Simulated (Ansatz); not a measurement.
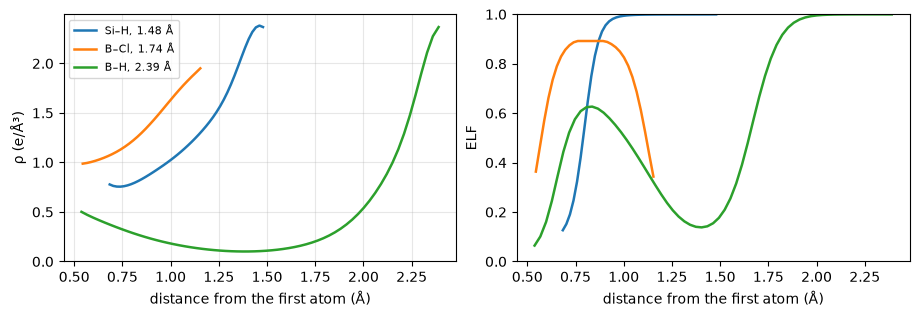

BCl2···SiH4 (doublet). Electron density and ELF along straight lines between neighbouring atoms. The curves leave out the atomic cores.

Not at a stationary point (largest force 0.6 eV/Å).

Level of theory: Ansatz 0.2.0, UKS PBE/def2-SVP.

```
atom    x (Å)    y (Å)    z (Å)
   B   0.0046  -0.4401  -0.5551
   H   0.0135  -0.1137   1.8124
  Cl   1.5336   0.2417  -1.0364
  Cl  -1.5425   0.2143  -1.0168
  Si   0.0011  -0.0010   3.2872
   H  -0.7790  -1.1517   3.8563
   H   1.4125  -0.0439   3.8010
   H  -0.6438   1.2944   3.6937
```

### What can be read from the curves?

Si–H (1.48 Å): the density is about 0.76 e/Å³ at the midpoint; the ELF climbs to about 1 towards the hydrogen, as it does in any bond to H.
B–Cl (1.74 Å): the density is about 1.3 e/Å³ at the midpoint; the ELF peaks at about 0.90 between the atoms; a shared but strongly polarised pair.
B1···H2 (2.39 Å): the density falls to about 0.1 e/Å³ on the way; the ELF climbs to about 1 towards the hydrogen.
